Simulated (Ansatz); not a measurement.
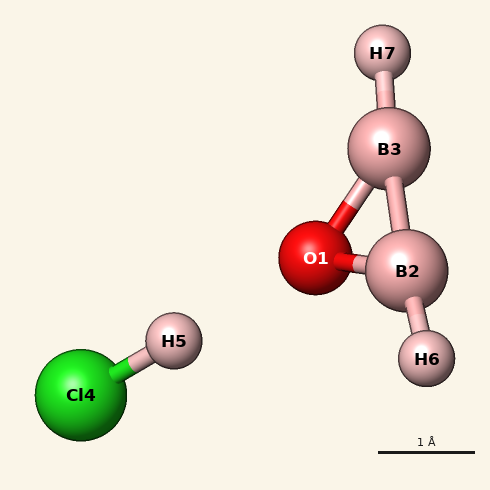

The geometry was computed by an optimisation with PBE0-D4/def2-TZVP. No frequency run is at hand to confirm it as a minimum.

Find the hydrogen bonds (donors O, N, F, S or Cl) and give their geometry.

```tsv
D–H···A	D–H (Å)	H···A (Å)	angle (°)	kind
Cl4–H5···O1	1.29	1.97	180	intermolecular
```
